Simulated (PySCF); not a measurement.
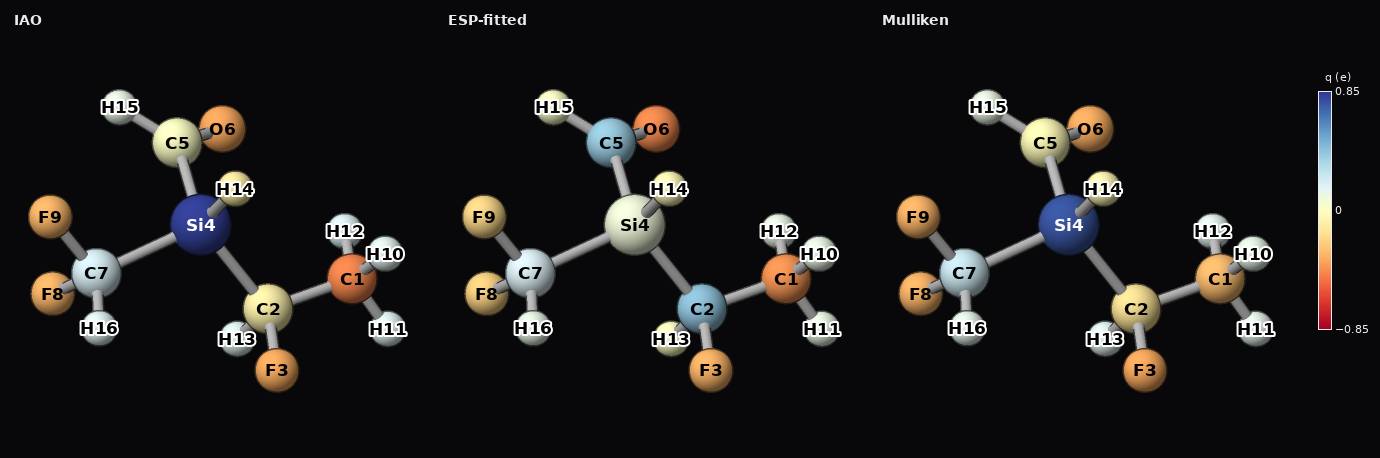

Atomic charges of one calculation by 3 schemes, on one colour scale. Computed geometry: GFN2-xTB optimisation. No frequency run is at hand to confirm it as a minimum. Level of theory: PBE0/pcSseg-1 (PySCF 2.14.0).

Question: On which atom do the schemes disagree most?

Answer: On Si4 (from 0.09 to 0.81 e).

List the charges (e), one line for each set of equivalent atoms.

| atom | IAO | ESP-fitted | Mulliken |
| --- | --- | --- | --- |
| C1 | −0.44 | −0.39 | −0.28 |
| C2 | −0.07 | 0.41 | −0.14 |
| F3 | −0.33 | −0.31 | −0.34 |
| Si4 | 0.81 | 0.09 | 0.75 |
| C5 | 0.02 | 0.38 | −0.02 |
| O6 | −0.35 | −0.42 | −0.33 |
| C7 | 0.19 | 0.17 | 0.23 |
| F8 | −0.31 | −0.21 | −0.31 |
| F9 | −0.31 | −0.19 | −0.31 |
| H10 | 0.15 | 0.11 | 0.12 |
| H11 | 0.15 | 0.11 | 0.13 |
| H12 | 0.17 | 0.11 | 0.14 |
| H13 | 0.15 | 0.01 | 0.15 |
| H14 | −0.10 | −0.02 | −0.03 |
| H15 | 0.11 | 0.03 | 0.11 |
| H16 | 0.15 | 0.13 | 0.13 |

The geometry is semi-empirical. Around Si such bond lengths and angles can be off by a tenth of an ångström or more and by several degrees, and values that hang on the shape move with them.
